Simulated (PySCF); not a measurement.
# BF$_{2}$ (charge +1): geometry relaxation

System: BF$_{2}$, charge +1.
Method: PBE0/def2-TZVP, RKS (PySCF 2.14.0).

The atoms were displaced at random from an optimised geometry. The geometry is that of the parent species in another charge or spin state. Figures and captions count atoms from 1; the log counts them from 0 in places.

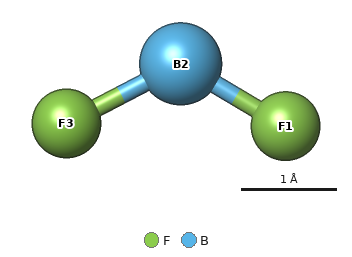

*The starting structure (ball-and-stick view, seen on its broad side; atoms are numbered from 1 in the order of the input).*

## Results in brief

| quantity | value |
| --- | --- |
| outcome | converged |
| total energy | −224.126406 hartree |
| basis functions | 93 |
| HOMO | −22.69 eV |
| LUMO | −8.38 eV |
| zero-point energy | 0.009239 hartree |
| wavenumbers, lowest and highest | 459 and 2099 cm⁻¹ |
| hardware | 1 thread of Arm Neoverse V1, 24 GiB of memory available, shared host |
| wall time | 3.7 min |
| peak memory | 1.3 GiB |

The record of the run, not the program, notes: dipole of an ion depends on the origin.

## Input file (job.py)
```python
import numpy
from pyscf import gto, dft, symm
from pyscf.hessian import thermo
from pyscf.geomopt.geometric_solver import kernel as optimise

mol = gto.M(
    atom='F 0.507947 -1.039543 0.162336; B 0.298638 0.226704 0.204680; F -0.818851 0.782306 -0.338988',
    verbose=3,
    charge=1,
    basis='def2-tzvp',
    max_memory=1860,
)

mf = dft.RKS(mol)
mf.xc = 'pbe0'
mf.conv_tol = 1e-10
mf.grids.level = 4
mf = mf.newton()
converged, mol_eq = optimise(mf, maxsteps=80)
print('converged:', converged)
print(mol_eq.tostring())

mf.reset(mol_eq)
mol = mol_eq
mf.kernel()
etot = mf.e_tot
print('E(%s) = %.9f' % ('PBE0', etot))
hess = mf.Hessian().kernel()
modes = thermo.harmonic_analysis(mol, hess)
print('frequencies (1/cm)', numpy.round(modes['freq_wavenumber'], 1))
symm.geom.TOLERANCE = 1e-3  # for the symmetry number
th = thermo.thermo(mf, modes['freq_au'], 298.15, 101325)
thermo.dump_thermo(mol, th)
```

Run as:
```bash
OMP_NUM_THREADS=1 python job.py
```

## The program's output
```
#|     Arguments passed to driver run_optimizer():      |#
customengine              <pyscf.geomopt.geometric_solver.PySCFEngine object>
maxiter                   80
----------------------------------------------------------
Custom engine selected.
Bonds will be generated from interatomic distances less than 1.20 times sum of covalent radii
9 internal coordinates being used (instead of 9 Cartesians)
Internal coordinate system (atoms numbered from 1):
Distance 1-2
Distance 2-3
Angle 1-2-3
Translation-X 1-3
Translation-Y 1-3
Translation-Z 1-3
Rotation-A 1-3
Rotation-B 1-3
Rotation-C 1-3
<class 'geometric.internal.Distance'> : 2
<class 'geometric.internal.Angle'> : 1
<class 'geometric.internal.TranslationX'> : 1
<class 'geometric.internal.TranslationY'> : 1
<class 'geometric.internal.TranslationZ'> : 1
<class 'geometric.internal.RotationA'> : 1
<class 'geometric.internal.RotationB'> : 1
<class 'geometric.internal.RotationC'> : 1
> ===== Optimization Info: ====
> Job type: Energy minimization
> Maximum number of optimization cycles: 80
> Initial / maximum trust radius (Angstrom): 0.100 / 0.300
> Convergence Criteria:
> Will converge when all 5 criteria are reached:
>  |Delta-E| < 1.00e-06
>  RMS-Grad  < 3.00e-04
>  Max-Grad  < 4.50e-04
>  RMS-Disp  < 1.20e-03
>  Max-Disp  < 1.80e-03
> === End Optimization Info ===

Geometry optimization cycle 1
Cartesian coordinates (Angstrom)
 Atom        New coordinates             dX        dY        dZ
   F   0.507947  -1.039543   0.162336    0.000000  0.000000  0.000000
   B   0.298638   0.226704   0.204680    0.000000  0.000000  0.000000
   F  -0.818851   0.782306  -0.338988    0.000000  0.000000  0.000000

WARN: Mole.unit (angstrom) is changed to Bohr

converged SCF energy = -224.056867570712
--------------- SecondOrderRKS_Scanner gradients ---------------
         x                y                z
0 F    -0.0296752909    -0.0579447619    -0.0234650337
1 B     0.1273683080     0.0538490261     0.0765019217
2 F    -0.0977227015     0.0040961855    -0.0530420874
----------------------------------------------
cycle 1: E = -224.056867571  dE = -224.057  norm(grad) = 0.205289
Step    0 : Gradient = 1.185e-01/1.580e-01 (rms/max) Energy = -224.0568675707
Hessian Eigenvalues: 5.00000e-02 5.00000e-02 5.00000e-02 ... 2.50000e-01 5.26921e-01 7.18011e-01

Geometry optimization cycle 2
Cartesian coordinates (Angstrom)
 Atom        New coordinates             dX        dY        dZ
   F   0.571515  -1.030384   0.198416    0.063568  0.009159  0.036080
   B   0.199054   0.161739   0.141997   -0.099584 -0.064965 -0.062683
   F  -0.782541   0.838107  -0.312333    0.036310  0.055801  0.026655
converged SCF energy = -224.098835679792
--------------- SecondOrderRKS_Scanner gradients ---------------
         x                y                z
0 F    -0.0181804824    -0.0304376648    -0.0137603080
1 B     0.0684786702     0.0294208262     0.0411925031
2 F    -0.0503149547     0.0010029908    -0.0274577496
----------------------------------------------
cycle 2: E = -224.09883568  dE = -0.0419681  norm(grad) = 0.109474
Step    1 : Displace = 9.770e-02/1.345e-01 (rms/max) Trust = 1.000e-01 (=) Grad = 6.320e-02/8.516e-02 (rms/max) E (change) = -224.0988356798 (-4.197e-02) Quality = 1.282
Hessian Eigenvalues: 5.00000e-02 5.00000e-02 5.00000e-02 ... 1.48857e-01 4.91872e-01 7.10299e-01

Geometry optimization cycle 3
Cartesian coordinates (Angstrom)
 Atom        New coordinates             dX        dY        dZ
   F   0.652987  -0.981678   0.250052    0.081472  0.048706  0.051636
   B   0.042483   0.048146   0.042551   -0.156570 -0.113593 -0.099446
   F  -0.707065   0.904078  -0.262709    0.075476  0.065971  0.049624
converged SCF energy = -224.120787777047
--------------- SecondOrderRKS_Scanner gradients ---------------
         x                y                z
0 F    -0.0165515981     0.0133825648    -0.0074142089
1 B    -0.0297015806     0.0512777509    -0.0099496920
2 F     0.0462578741    -0.0646305453     0.0173687225
----------------------------------------------
cycle 3: E = -224.120787777  dE = -0.0219521  norm(grad) = 0.10362
Step    2 : Displace = 1.544e-01/2.181e-01 (rms/max) Trust = 1.414e-01 (+) Grad = 5.983e-02/8.135e-02 (rms/max) E (change) = -224.1207877770 (-2.195e-02) Quality = 0.918
Updating Hessian using 2 steps from history
Hessian Eigenvalues: 5.00000e-02 5.00000e-02 5.00000e-02 ... 1.09549e-01 6.77360e-01 7.93603e-01

Geometry optimization cycle 4
Cartesian coordinates (Angstrom)
 Atom        New coordinates             dX        dY        dZ
   F   0.693349  -0.983734   0.271788    0.040361 -0.002057  0.021736
   B   0.012003  -0.000248   0.019886   -0.030480 -0.048395 -0.022664
   F  -0.716932   0.953781  -0.261748   -0.009867  0.049703  0.000961
converged SCF energy = -224.126214008951
--------------- SecondOrderRKS_Scanner gradients ---------------
         x                y                z
0 F    -0.0041062821     0.0027908977    -0.0018832015
1 B     0.0106525392    -0.0084918740     0.0047898031
2 F    -0.0065590274     0.0056884807    -0.0029238531
----------------------------------------------
cycle 4: E = -224.126214009  dE = -0.00542623  norm(grad) = 0.0179069
Step    3 : Displace = 5.292e-02/6.137e-02 (rms/max) Trust = 2.000e-01 (+) Grad = 1.034e-02/1.444e-02 (rms/max) E (change) = -224.1262140090 (-5.426e-03) Quality = 0.932
Hessian Eigenvalues: 4.99997e-02 5.00000e-02 5.00000e-02 ... 9.74126e-02 7.07636e-01 8.66982e-01

Geometry optimization cycle 5
Cartesian coordinates (Angstrom)
 Atom        New coordinates             dX        dY        dZ
   F   0.700249  -0.978799   0.275321    0.006900  0.004935  0.003533
   B  -0.002020  -0.009082   0.011216   -0.014023 -0.008833 -0.008670
   F  -0.709426   0.958030  -0.256009    0.007506  0.004249  0.005739
converged SCF energy = -224.12640274111
--------------- SecondOrderRKS_Scanner gradients ---------------
         x                y                z
0 F    -0.0003917400     0.0002092798    -0.0001561261
1 B     0.0014649835    -0.0013956331     0.0006278336
2 F    -0.0010749764     0.0011849128    -0.0004738018
----------------------------------------------
cycle 5: E = -224.126402741  dE = -0.000188732  norm(grad) = 0.00273749
Step    4 : Displace = 1.341e-02/1.895e-02 (rms/max) Trust = 2.828e-01 (+) Grad = 1.580e-03/2.119e-03 (rms/max) E (change) = -224.1264027411 (-1.887e-04) Quality = 1.124
Hessian Eigenvalues: 4.99532e-02 5.00000e-02 5.00000e-02 ... 9.22465e-02 6.86827e-01 8.27012e-01

Geometry optimization cycle 6
Cartesian coordinates (Angstrom)
 Atom        New coordinates             dX        dY        dZ
   F   0.701383  -0.977953   0.274738    0.001134  0.000846 -0.000582
   B  -0.003708  -0.009943   0.010204   -0.001688 -0.000861 -0.001012
   F  -0.708815   0.958088  -0.254336    0.000611  0.000057  0.001674
converged SCF energy = -224.126405997129
--------------- SecondOrderRKS_Scanner gradients ---------------
         x                y                z
0 F    -0.0000108181    -0.0000077436     0.0000256054
1 B     0.0000202364    -0.0000277191     0.0000075793
2 F    -0.0000094210     0.0000354659    -0.0000331842
----------------------------------------------
cycle 6: E = -224.126405997  dE = -3.25602e-06  norm(grad) = 6.71991e-05
Step    5 : Displace = 1.578e-03/2.181e-03 (rms/max) Trust = 3.000e-01 (+) Grad = 3.880e-05/4.947e-05 (rms/max) E (change) = -224.1264059971 (-3.256e-06) Quality = 0.981
Hessian Eigenvalues: 4.75873e-02 4.99999e-02 5.00000e-02 ... 9.56175e-02 6.87651e-01 8.16067e-01

Geometry optimization cycle 7
Cartesian coordinates (Angstrom)
 Atom        New coordinates             dX        dY        dZ
   F   0.701901  -0.977813   0.273804    0.000518  0.000140 -0.000935
   B  -0.003718  -0.009928   0.010199   -0.000010  0.000015 -0.000005
   F  -0.709322   0.957933  -0.253394   -0.000507 -0.000155  0.000942
converged SCF energy = -224.126406017412
--------------- SecondOrderRKS_Scanner gradients ---------------
         x                y                z
0 F    -0.0000088343    -0.0000108106     0.0000265281
1 B    -0.0000222338     0.0000307378    -0.0000086361
2 F     0.0000310688    -0.0000199265    -0.0000178931
----------------------------------------------
cycle 7: E = -224.126406017  dE = -2.0283e-08  norm(grad) = 6.39913e-05
```

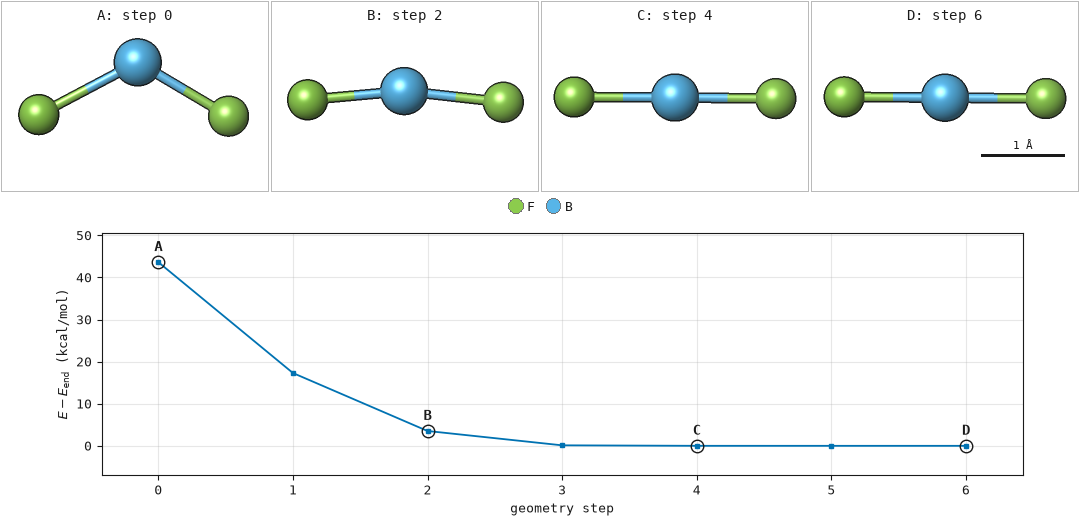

*Frames of the relaxation (ball-and-stick view, seen on its broad side) above the curves, on which the letters mark them (steps are counted from 0).*

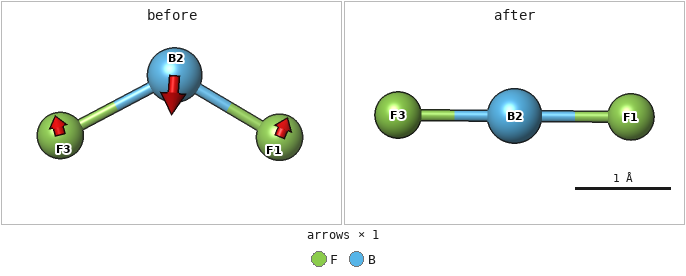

*Before (left) and after (right) the relaxation, at one scale (ball-and-stick view, seen on its broad side). The red arrows give the displacements, at true length.*

The energy falls by 43.6 kcal/mol in 6 geometry steps. Largest force component: 6.5 eV/Å at the start, 0.0016 eV/Å at the end. The atom that moves furthest after the best rigid fit is B2 (0.43 Å). Largest moves by element: B 0.43 Å, F 0.23 Å. Distances before and after: B2–F3 1.361 → 1.226 Å, F1–B2 1.284 → 1.226 Å. Among the angles that change: F1–B2–F3 121.5° → 180.0°. (Atoms are counted from 1 in the order of the input.)

```
Step    6 : Displace = 2.320e-05/3.268e-05 (rms/max) Trust = 3.000e-01 (=) Grad = 3.695e-05/4.102e-05 (rms/max) E (change) = -224.1264060174 (-2.028e-08) Quality = 0.347
Hessian Eigenvalues: 4.75873e-02 4.99999e-02 5.00000e-02 ... 9.56175e-02 6.87651e-01 8.16067e-01
Converged! =D

converged: True
F           0.70190094       -0.97781281        0.27380350
B          -0.00371785       -0.00992808        0.01019945
F          -0.70932214        0.95793297       -0.25339398
converged SCF energy = -224.126406017413
E(PBE0) = -224.126406017
frequencies (1/cm) [ 459.1  459.4 1037.5 2099.4]
temperature 298.1500 [K]
pressure 101325.00 [Pa]
Rotational constants [GHz] inf 8.84258 8.84258
Symmetry number 2
Zero-point energy (ZPE) 0.00924 [Eh]   24257.043 [J/mol]
                           tot       elec      trans        rot        vib
Entropy [J/mol/K]       221.054      0.000    157.234     57.050      6.769
Cv [J/mol/K]             33.451      0.000     12.472      8.314     12.665
Cp [J/mol/K]             41.765      0.000     20.786      8.314     12.665
Internal energy [J/mol]                      3718.434   2478.956  25686.211
Internal energy [Eh]   -224.11426  -224.12641
Enthalpy [J/mol]                             6197.391   2478.956  25686.211
Enthalpy [Eh]          -224.11332
Gibbs free energy [J/mol]                  -40681.965 -14530.606  23667.937
Gibbs free energy [Eh] -224.13842
```

## Trajectory as extended XYZ (Å, eV, eV/Å), 7 frames, from step=0 to step=6
```
3
Properties=species:S:1:pos:R:3:forces:R:3 step=0 energy=-6096.89796
F     0.5079   -1.0395    0.1623    1.5260   2.9796   1.2066
B     0.2986    0.2267    0.2047   -6.5495  -2.7690  -3.9339
F    -0.8189    0.7823   -0.3390    5.0251  -0.2106   2.7275
3
Properties=species:S:1:pos:R:3:forces:R:3 step=1 energy=-6098.03997
F     0.5715   -1.0304    0.1984    0.9349   1.5652   0.7076
B     0.1991    0.1617    0.1420   -3.5213  -1.5129  -2.1182
F    -0.7825    0.8381   -0.3123    2.5873  -0.0516   1.4119
3
Properties=species:S:1:pos:R:3:forces:R:3 step=2 energy=-6098.63732
F     0.6530   -0.9817    0.2501    0.8511  -0.6882   0.3813
B     0.0425    0.0481    0.0426    1.5273  -2.6368   0.5116
F    -0.7071    0.9041   -0.2627   -2.3787   3.3234  -0.8931
3
Properties=species:S:1:pos:R:3:forces:R:3 step=3 energy=-6098.78498
F     0.6933   -0.9837    0.2718    0.2112  -0.1435   0.0968
B     0.0120   -0.0002    0.0199   -0.5478   0.4367  -0.2463
F    -0.7169    0.9538   -0.2617    0.3373  -0.2925   0.1504
3
Properties=species:S:1:pos:R:3:forces:R:3 step=4 energy=-6098.79011
F     0.7002   -0.9788    0.2753    0.0201  -0.0108   0.0080
B    -0.0020   -0.0091    0.0112   -0.0753   0.0718  -0.0323
F    -0.7094    0.9580   -0.2560    0.0553  -0.0609   0.0244
3
Properties=species:S:1:pos:R:3:forces:R:3 step=5 energy=-6098.79020
F     0.7014   -0.9780    0.2747    0.0006   0.0004  -0.0013
B    -0.0037   -0.0099    0.0102   -0.0010   0.0014  -0.0004
F    -0.7088    0.9581   -0.2543    0.0005  -0.0018   0.0017
3
Properties=species:S:1:pos:R:3:forces:R:3 step=6 energy=-6098.79020
F     0.7019   -0.9778    0.2738    0.0005   0.0006  -0.0014
B    -0.0037   -0.0099    0.0102    0.0011  -0.0016   0.0004
F    -0.7093    0.9579   -0.2534   -0.0016   0.0010   0.0009
```

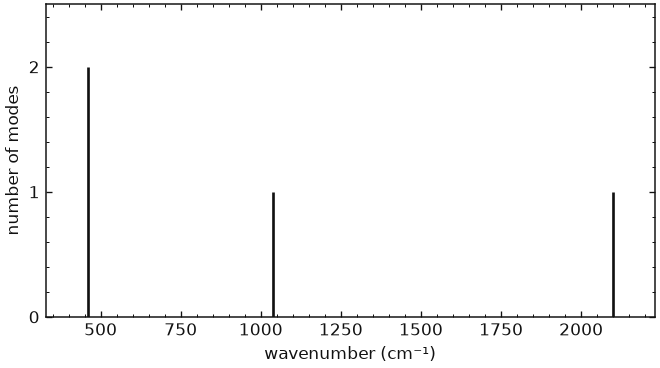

*Harmonic vibrational wavenumbers from the force constants; neighbouring modes closer than 7 cm⁻¹ are counted in one stick.*

4 modes from 459 to 2099 cm⁻¹, none imaginary.

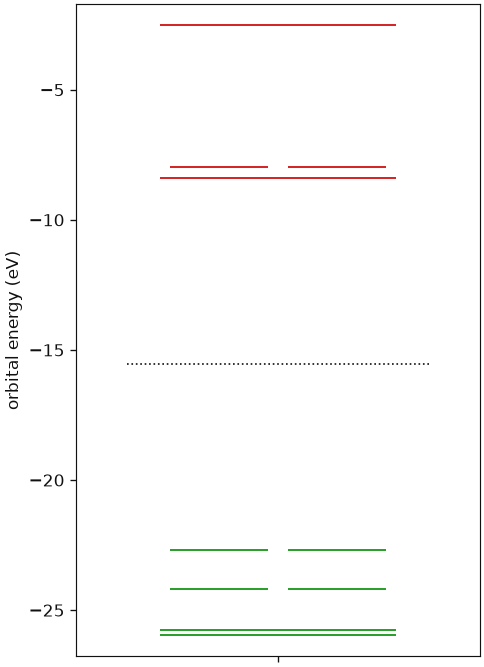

*Orbital energies near the frontier; the dotted line parts filled from empty levels, and levels within 0.02 eV of each other stand side by side.*

Highest filled −22.69 eV, lowest empty −8.38 eV, 14.31 eV apart.
